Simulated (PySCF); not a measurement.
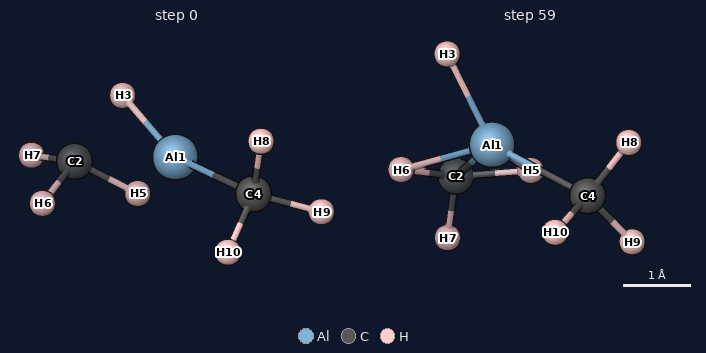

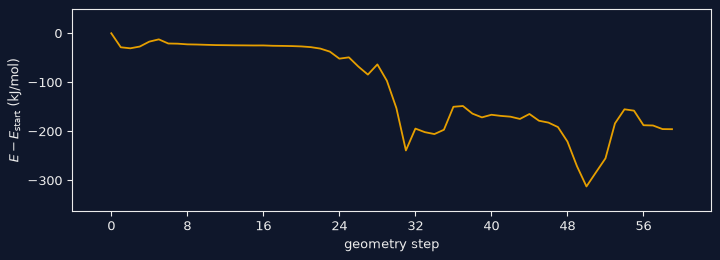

First and last geometry of a relaxation of C2H7Al (coarse preliminary run), with the history of the run. A ball-and-stick model, seen from a free direction.

The reaction that was planned forms C2–H3 and breaks Al1–C2, Al1–H3 (atoms numbered from 1 in input order).

Theory: PySCF 2.14.0, RKS PBE0-D4/def2-SVP, partitioned rational-function steps on a Bofill-updated Hessian. 

Question: Read the history and describe the run.

Answer: The relaxation stopped without meeting its thresholds, so the last structure isn't shown to be converged. H7 moves most after the best rigid fit: 1.61 Å. By element the largest moves are H 1.61 Å, C 0.64 Å, Al 0.58 Å. Among the contacts that change: Al1–H6 2.503 → 1.840 Å, Al1–H5 2.508 → 1.857 Å, Al1–C2 2.589 → 2.059 Å, Al1–C4 2.031 → 1.940 Å. New bonds form, among them: Al1–C2 (2.59 → 2.06 Å), Al1–H5 (2.51 → 1.86 Å), Al1–H6 (2.50 → 1.84 Å). Bond angles that change, for instance: H3–Al1–C4 159.1° → 119.2°, H5–C2–H6 107.6° → 126.2°, Al1–C4–H10 113.1° → 106.3°. Groups turn about Al1–C4 by about 55°. The energy falls by 195.6 kJ/mol in 59 geometry steps. Cost: 2.7 min on 4 threads of AMD EPYC 9R45 96-Core, on a shared host.

```tsv
step	E − E(0), kJ/mol
0	0.00
1	-28.58
2	-30.68
3	-27.08
4	-17.06
5	-12.45
6	-20.88
7	-21.26
8	-22.61
9	-22.98
10	-23.57
13	-24.58
15	-24.90
18	-25.78
20	-26.84
23	-37.46
25	-49.10
28	-63.50
31	-238.97
33	-201.69
36	-149.92
38	-163.85
41	-168.52
44	-164.61
46	-182.18
49	-271.00
51	-283.54
54	-155.07
56	-187.54
59	-195.60
```
